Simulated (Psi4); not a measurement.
**M06-L/aug-cc-pVTZ run of GeS (germanium sulfide)**

What is the vertical electron affinity of GeS (germanium sulfide) at M06-L/aug-cc-pVTZ? Input form: a Python script.

The results are computed with Psi4 1.11.

3 further runs of the same task are left out: 3 that didn't finish.

## 1. The system as given

The species is GeS (2 atoms), meant as a singlet with charge 0. SMILES: `[S+]#[Ge-]`. The bond length is the measured one.

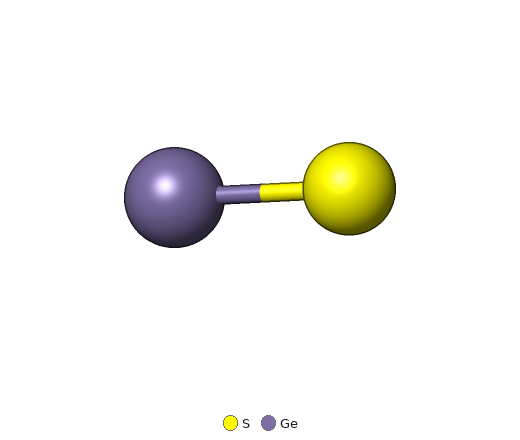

The structure, seen from a chosen angle (sulfur yellow, germanium purple).

## 2. Energy and gradient at M06-L/aug-cc-pVTZ

Input file run.py:

```python
import psi4

psi4.set_memory('1600 MB')
psi4.set_num_threads(1)
psi4.core.set_output_file('run.log', False)

molecule = psi4.geometry("""
0 1
S      0.00000000     0.00000000     0.00000000
Ge     0.00000000     0.00000000     3.80229148
units au
symmetry c1
""")

psi4.set_options({
    'basis': 'aug-cc-pVTZ',
    'puream': True,
    'e_convergence': 1e-09,
    'd_convergence': 1e-08,
    'scf_type': 'pk',
    'dft_radial_points': 99,
    'dft_spherical_points': 590,
})

E, wfn = psi4.gradient("M06-L", return_wfn=True)
print('gradient / Eh bohr^-1')
print(E.np.round(6))
print(f'energy = {wfn.energy():.10f} Eh')
```

Run with:

```sh
$ python run.py
```

run.log:

```text
[...]
  Running in c1 symmetry.
[...]
  Nuclear repulsion =  134.655641918330787
[...]
  Multiplicity = 1
[...]
  Nalpha       = 24
  Nbeta        = 24
[...]
    Number of basis functions: 109
[...]
   @RKS iter   1: -2473.94496882815565   -2.11229e+00   2.01891e-02 DIIS/ADIIS
[...]
   @RKS iter  12: -2475.22764515263498   -1.31877e-11   2.31316e-09 DIIS
[...]
    Orbital Energies [Eh]
    ---------------------
    Doubly Occupied:
       1A   -398.102849     2A    -88.527924     3A    -49.702496
       4A    -44.122363     5A    -44.122363     6A    -44.119294
       7A     -7.878677     8A     -6.240750     9A     -5.785484
      10A     -5.785252    11A     -5.785252    12A     -4.364688
      13A     -4.364688    14A     -4.355065    15A     -1.154968
      16A     -1.154967    17A     -1.149012    18A     -1.148435
      19A     -1.148435    20A     -0.665802    21A     -0.421315
      22A     -0.259463    23A     -0.259463    24A     -0.251352
[...]
  @RKS Final Energy: -2475.22764515263498
   => Energetics <=
    Nuclear Repulsion Energy =            134.6556419183307867
    One-Electron Energy =               -3713.6722758099349448
    Two-Electron Energy =                1208.4953603447668229
    DFT Exchange-Correlation Energy =    -104.7063716057975142
    Empirical Dispersion Energy =           0.0000000000000000
    VV10 Nonlocal Energy =                  0.0000000000000000
    Total Energy =                      -2475.2276451526349774
[...]
 Multipole Moments:
 ------------------------------------------------------------------------------------
     Multipole            Electronic (a.u.)      Nuclear  (a.u.)        Total (a.u.)
 ------------------------------------------------------------------------------------
 L = 1.  Multiply by 2.5417464519 to convert [e a0] to [Debye]
 Dipole X            :         -0.0000000            0.0000000           -0.0000000
 Dipole Y            :         -0.0000000            0.0000000           -0.0000000
 Dipole Z            :          6.6117816           -5.7319003            0.8798812
 Magnitude           :                                                    0.8798812
[...]
  -Total Gradient:
     Atom            X                  Y                   Z
    ------   -----------------  -----------------  -----------------
       1        0.000000000003     0.000000000001     0.007044741357
       2       -0.000000000001    -0.000000000002    -0.007061419909
[...]
```

On the terminal:

```text
gradient / Eh bohr^-1
[[ 0.        0.        0.007045]
 [-0.       -0.       -0.007061]]
energy = -2475.2276451526 Eh
```

Wall time 3.4 min (1 thread of Intel Xeon Platinum 8259CL at 2.50GHz (Skylake/Cascade Lake), shared host); peak memory 1.4 GiB.

## 3. The doublet anion, same level

Input file ges.xyz:

```xyz
2
GeS
S      0.000000     0.000000     0.000000
Ge     0.000000     0.000000     2.012086
```

Input file run.py:

```python
import psi4

psi4.set_memory(1600000000)
psi4.set_num_threads(1)
psi4.core.set_output_file('output.dat', False)

with open('ges.xyz') as f:
    atoms = ''.join(f.readlines()[2:])
geom = psi4.geometry('-1 2\n' + atoms + 'symmetry c1\nno_reorient\nno_com')

options = {'basis': 'aug-cc-pVTZ', 'reference': 'uks', 'puream': True, 'e_convergence': 1e-09, 'd_convergence': 1e-08, 'scf_type': 'pk', 'dft_radial_points': 99, 'dft_spherical_points': 590, 'maxiter': 200}
psi4.set_options(options)

E, wfn = psi4.gradient("M06-L", molecule=geom, return_wfn=True)
psi4.oeprop(wfn, "MAYER_INDICES", "DIPOLE", "QUADRUPOLE")
print('gradient / Eh bohr^-1')
print(E.np.round(6))
print(f'energy = {wfn.energy():.10f} Eh')
```

Run with:

```sh
$ python run.py
```

output.dat:

```text
[...]
  Running in c1 symmetry.
[...]
  Nuclear repulsion =  134.655641887593276
[...]
  Multiplicity = 2
[...]
  Nalpha       = 25
  Nbeta        = 24
[...]
    Number of basis functions: 109
[...]
   @UKS iter   1: -2473.69014750866017   -1.85746e+00   2.10429e-02 DIIS/ADIIS
[...]
   @UKS iter  17: -2475.23782136330374   -7.73070e-12   6.68254e-09 DIIS
[...]
   @S^2 Observed:                7.531768452E-01
[...]
    Orbital Energies [Eh]
    ---------------------
    Alpha Occupied:
       1A   -397.869558     2A    -88.311204     3A    -49.469850
       4A    -43.890330     5A    -43.888787     6A    -43.887285
       7A     -7.663428     8A     -6.009186     9A     -5.571093
      10A     -5.570887    11A     -5.568761    12A     -4.135261
      13A     -4.128624    14A     -4.126062    15A     -0.923880
      16A     -0.922220    17A     -0.920612    18A     -0.918023
      19A     -0.915713    20A     -0.459199    21A     -0.214217
      22A     -0.061301    23A     -0.058292    24A     -0.050527
      25A      0.074484
    Alpha Virtual:
[...]
  @UKS Final Energy: -2475.23782136330374
   => Energetics <=
    Nuclear Repulsion Energy =            134.6556418875932764
    One-Electron Energy =               -3724.3864116970544273
    Two-Electron Energy =                1219.3931049294899367
    DFT Exchange-Correlation Energy =    -104.9001564833322675
    Empirical Dispersion Energy =           0.0000000000000000
    VV10 Nonlocal Energy =                  0.0000000000000000
    Total Energy =                      -2475.2378213633037376
[...]
  -Total Gradient:
     Atom            X                  Y                   Z
    ------   -----------------  -----------------  -----------------
       1       -0.000000000526    -0.000000000057     0.049861490376
       2        0.000000000525     0.000000000057    -0.049885963882
[...]
 Multipole Moments:
 ------------------------------------------------------------------------------------
     Multipole            Electronic (a.u.)      Nuclear  (a.u.)        Total (a.u.)
 ------------------------------------------------------------------------------------
 L = 1.  Multiply by 2.5417464519 to convert [e a0] to [Debye]
 Dipole X            :          0.0000001            0.0000000            0.0000001
 Dipole Y            :          0.0000000            0.0000000            0.0000000
 Dipole Z            :       -123.9912693          121.6733274           -2.3179420
 Magnitude           :                                                    2.3179420
 L = 2.  Multiply by 1.3450342976 to convert [e a0^2] to [Debye ang]
 Quadrupole XX       :        -26.8412961            0.0000000          -26.8412961
 Quadrupole XY       :          1.6003100            0.0000000            1.6003100
[...]
```

Standard output:

```text
gradient / Eh bohr^-1
[[-0.       -0.        0.049861]
 [ 0.        0.       -0.049886]]
energy = -2475.2378213633 Eh
```

Wall time 3.9 min (1 thread of Intel Xeon Platinum 8259CL at 2.50GHz (Skylake/Cascade Lake), shared host); peak memory 1.4 GiB.

## 4. Results

Level: M06-L/aug-cc-pVTZ.

```
                                         quantity           value
                        singlet GeS: total energy  -2475.22765 Eh
                       singlet GeS: dipole moment          2.24 D
                         singlet GeS: HOMO energy        -6.84 eV
                         singlet GeS: LUMO energy        -2.87 eV
                       singlet GeS: HOMO–LUMO gap         3.97 eV
            singlet GeS: largest force on an atom      0.363 eV/Å
                      doublet anion: total energy  -2475.23782 Eh
doublet anion: HOMO energy (highest over α and β)         2.03 eV
 doublet anion: LUMO energy (lowest over α and β)         2.40 eV
                              doublet anion: ⟨S²⟩           0.753
          doublet anion: largest force on an atom      2.565 eV/Å
vertical electron affinity (to the doublet anion)        0.277 eV
```

**Reading.** At fixed nuclei the extra electron is bound by 0.28 eV (6.4 kcal/mol). The largest force (singlet GeS) is 0.36 eV/Å: the shape isn't a stationary point for this species at this level. The HOMO (doublet anion) lies at positive energy, 2.03 eV, as semi-local functionals often give for anions; only total energies tell whether the electron is bound.
